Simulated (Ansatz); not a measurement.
# Calculations on GeH$_{4}$O$_{2}$Cl$_{2}$

**1. Relaxation**

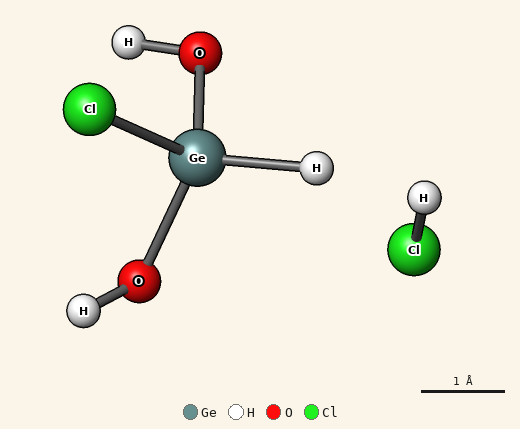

Starting structure of GeH4O2Cl2. The picture is a ball-and-stick view, seen at a tilt.

The run prepares an end point of a later path (reaction) calculation, from a guessed geometry.

All numbers below come from RKS B3LYP/def2-SVP (Ansatz 0.2.0).

Input
```yaml
crystal:
  periodic: [false, false, false]
  atoms:
    - { symbol: Ge, position_ang: [-0.093628, -0.181852, 0.055889] }
    - { symbol: H, position_ang: [0.066178, -0.105602, 1.587959] }
    - { symbol: O, position_ang: [1.418183, -0.169186, -0.863217] }
    - { symbol: H, position_ang: [1.610576, -1.042861, -1.232856] }
    - { symbol: O, position_ang: [-1.12389, 1.169678, -0.407446] }
    - { symbol: H, position_ang: [-1.258011, 1.220206, -1.366358] }
    - { symbol: Cl, position_ang: [-1.054133, -2.080374, -0.440407] }
    - { symbol: Cl, position_ang: [1.540502, 2.386696, 1.631394] }
    - { symbol: H, position_ang: [0.741322, 1.507697, 2.236041] }
basis:
  gaussian: { orbitals: def2-SVP }
hamiltonian:
  xc: b3lyp
relax:
  f_tol: 0.03
  max_steps: 50
output:
  orbitals: {}
```

Run as
```bash
ansatz run input.yaml --threads 4 --pin off --max-ram 5120MiB --backend cpu --events-out ev --progress --plain --runs-dir out
```

Predict the outcome.

The largest move after the best rigid fit is that of H9, 1.35 Å. Largest moves by element: H 1.35 Å, Cl 0.82 Å, O 0.68 Å, Ge 0.36 Å. Some distances before and after: Ge1–Cl8 3.428 → 3.955 Å, Cl8–H9 1.333 → 1.309 Å, Ge1–O5 1.761 → 1.782 Å, Ge1–H2 1.542 → 1.525 Å. Bond angles that change, for instance: O3–Ge1–O5 111.0° → 105.8°, Ge1–O3–H4 111.2° → 113.7°, H2–Ge1–Cl7 108.3° → 110.8°. The energy falls by 0.383 eV in 18 accepted moves (20 points after the start). The largest force component goes from 0.92 to 0.029 eV/Å. The line search rejected the trial steps at points 6, 15 of the run.

The structure at the end:

```xyz
9

Ge    0.0709   -0.4898    0.1269
H     0.4739   -0.7297    1.5777
O     1.3914   -0.4767   -1.0489
H     1.4541   -1.2875   -1.5727
O    -0.6466    1.1402    0.0707
H    -0.7640    1.4732   -0.8317
Cl   -1.3768   -1.9711   -0.5262
Cl    1.0352    2.7717    2.1451
H     0.2089    2.2741    1.2601
```

After the run, drawn alike:

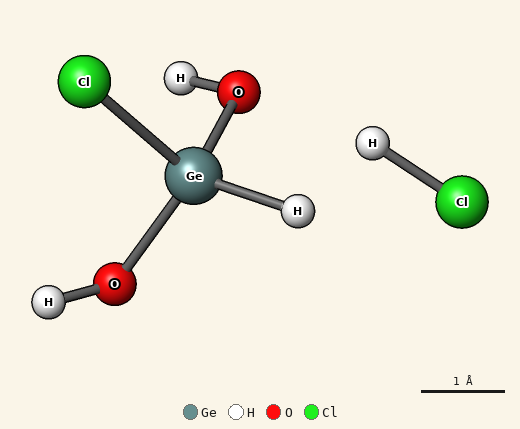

**2. Relaxation**

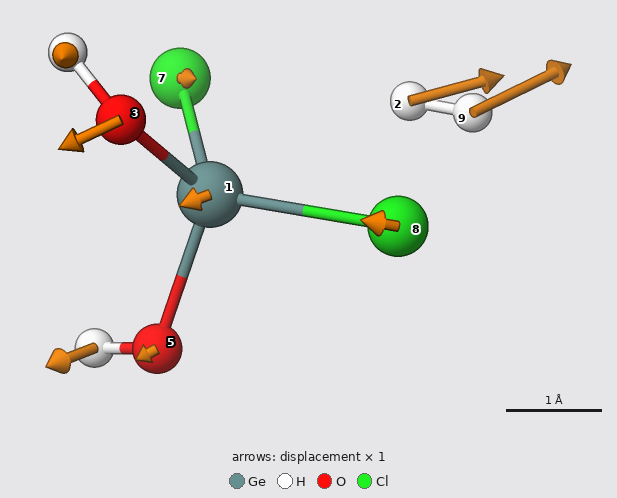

A relaxation of GeH$_{4}$O$_{2}$Cl$_{2}$. The starting structure is drawn; orange arrows show the displacements, at their true length. The two geometries are superimposed by the best rigid fit.

A ball-and-stick model, seen at a tilt.

The run prepares an end point of a later path (reaction) calculation, from a guessed geometry.

Method: RKS B3LYP/def2-SVP (Ansatz). Settings: no spin polarisation; force threshold 0.03 eV/Å; at most 50 steps.

### Atoms of which element are displaced furthest, and by how much?

Hydrogen: up to 1.43 Å, against 0.75 Å for oxygen.

### Describe the change and its energy.

An H atom moves most after the best rigid fit: 1.43 Å. Largest moves by element: H 1.43 Å, O 0.75 Å, Cl 0.45 Å, Ge 0.37 Å. Among the contacts that change: Cl–Ge 2.192 → 2.145 Å, H–H 0.717 → 0.761 Å, Cl–Ge 2.178 → 2.166 Å, Ge–O 1.763 → 1.754 Å. Bond angles that change, for instance: Cl–Ge–Cl 122.9° → 108.1°, O–Ge–Cl 105.0° → 112.9°, O–Ge–O 114.1° → 107.2°. Groups turn about Ge–O by about 60°, Ge–O by about 50°. The energy falls by 11.0 kcal/mol in 13 accepted moves (15 points after the start). Largest force component: 1.3 eV/Å at the start, 0.03 eV/Å at the end. The line search rejected the trial steps at points 7, 12 of the run. The forces were under the threshold at step 11, but the run went on from there.

Limits of the set-up: the start holds two separate molecules, 2.4 Å apart at their closest, whose relative position is a soft coordinate and is computed without a dispersion correction.

**3. Path**

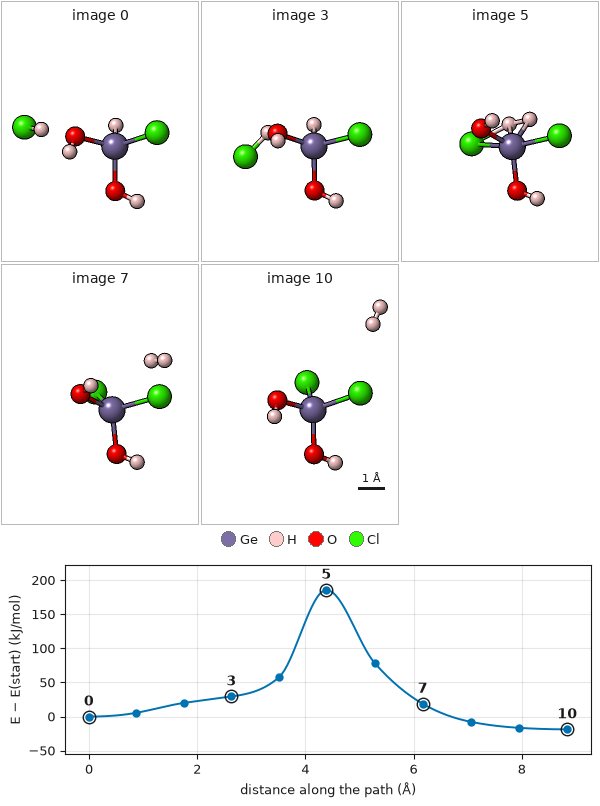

NEB run on GeH4O2Cl2. Images are numbered from 0 (start) to 10 (end). The picture is a ball-and-stick view, seen from a free direction.

All numbers below come from RKS B3LYP/def2-SVP (Ansatz). Run with 9 movable images; climbing image; force threshold 0.03 eV/Å; iteration limit 60; starting path through a guess of the saddle point.

Q: Describe the mechanism and the energy profile.

A: Forward barrier 185.8 kJ/mol, backward barrier 204.6 kJ/mol, with image 5 at the top; the reaction energy is −18.7 kJ/mol. Breaking: Cl–H (1.31 → 4.19 Å), Ge–H (1.52 → 4.17 Å). Forming: Cl–Ge (3.95 → 2.15 Å), H–H (3.03 → 0.76 Å). The band converged in 23 iterations. The largest component of the band force went from 16 to 0.03 eV/Å. The climbing image converged on the top of the path. Its vibrational analysis gives one imaginary mode (1062i cm⁻¹), as a transition state must have.

The run took 5.7 min on 4 threads of AMD EPYC 7B13 (Zen 3) (shared host), peak memory 0.34 GiB.
